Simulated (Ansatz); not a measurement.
MgI2 (P-3m1): refractive index against wavelength

The refractive index of MgI2 (P-3m1) along x below the direct gap (3.64 eV on the mesh) is read from one computed spectrum, n = √(Re ε). x, y and z are the Cartesian axes of the input cell.

It takes space group P-3m1 (No. 164, trigonal). The conventional cell has a = 4.140 Å, b = 4.140 Å, c = 6.880 Å, α = 90.00°, β = 90.00°, γ = 120.00°. I on site d has 3 Mg at 2.94 Å as nearest neighbours. Around Mg on site a lie 6 I at 2.94 Å.

Method: Ansatz 0.2.0, PBE, independent particles, k-mesh 9×9×4 with interpolation inside its cells, Gaussian parameter 0.15 eV.

Launch of the response step: `ansatz run input.yaml --threads 4 --pin off --max-ram 8192MiB --backend cpu --events-out ev --progress --plain --runs-dir out`. The run took 39 s, on 4 threads of Arm Neoverse V1 (shared host).

| wavelength (nm) | photon energy E (eV) | n |
| --- | --- | --- |
| 1550 | 0.800 | 2.2581 |
| 1310 | 0.946 | 2.2642 |
| 1064 | 1.165 | 2.2753 |
| 850 | 1.459 | 2.2945 |
| 700 | 1.771 | 2.3210 |
| 633 | 1.959 | ? |
| 532 | 2.331 | 2.3883 |

In the single-oscillator model n² − 1 = E₀E_d/(E₀² − E²), so 1/(n² − 1) = E₀/E_d − E²/(E₀E_d) is linear in E².

Working, on the rows shown:

| x = E² (eV²) | y = 1/(n² − 1) |
| --- | --- |
| 0.639837 | 0.243961 |
| 0.895757 | 0.24233 |
| 1.35784 | 0.239407 |
| 2.12762 | 0.234481 |
| 3.13716 | 0.227944 |
| 5.43137 | 0.212586 |

Means: x̄ = 2.2649, ȳ = 0.23345. Σ(x − x̄)(y − ȳ) = -0.1057, Σ(x − x̄)² = 16.14. Slope = -0.1057 / 16.14 = -0.006544; intercept = ȳ − slope · x̄ = 0.24827. Turned back into n, the line misses the rows shown by at most 0.00083.

**Question.** What does the fit predict for the withheld row, and how well does it do?

**Answer.** At x = 3.8364 the line gives y = 0.22317, that is 2.3411. The run gave 2.3404, so the interpolation is off by 0.00074, 0.6 % of the range in the table.

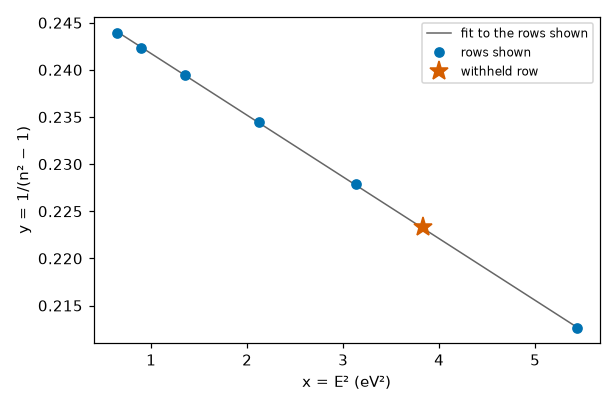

Refitted with all rows, the slope is -0.006531 and the intercept 0.24827. These give E₀ = √(intercept/−slope) = 6.17 eV and E_d = E₀/intercept = 24.8 eV; E₀ is 1.7 times the direct gap. The electronic limit at long wavelengths, without lattice vibrations, is n = √(1 + 1/intercept) = 2.242. The cell comes from an older database entry, whose edges can be off by a per cent or so. Excitons are left out and so are local fields; PBE gaps are as a rule too small. Spin-orbit coupling is left out.
